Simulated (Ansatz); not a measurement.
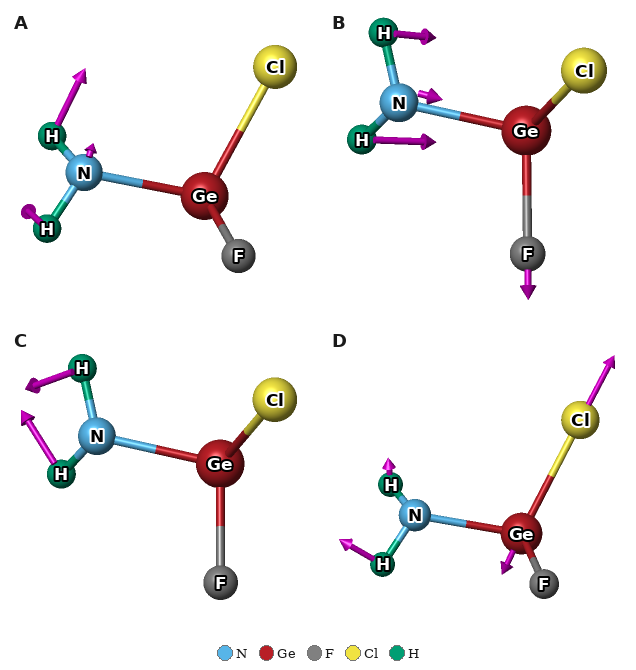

4 normal modes of one molecule or complex, as arrows. The species is neutral and a spin doublet. Harmonic vibrations computed with UKS PBE0-D4/def2-TZVP (Ansatz 0.2.0) at a stationary point of the same level.

### Match the panels to the wavenumbers 124 cm⁻¹, 405 cm⁻¹, 694 cm⁻¹, 1561 cm⁻¹.

A: 124 cm⁻¹
B: 694 cm⁻¹
C: 1561 cm⁻¹, H–N–H bending
D: 405 cm⁻¹, Ge–Cl stretching
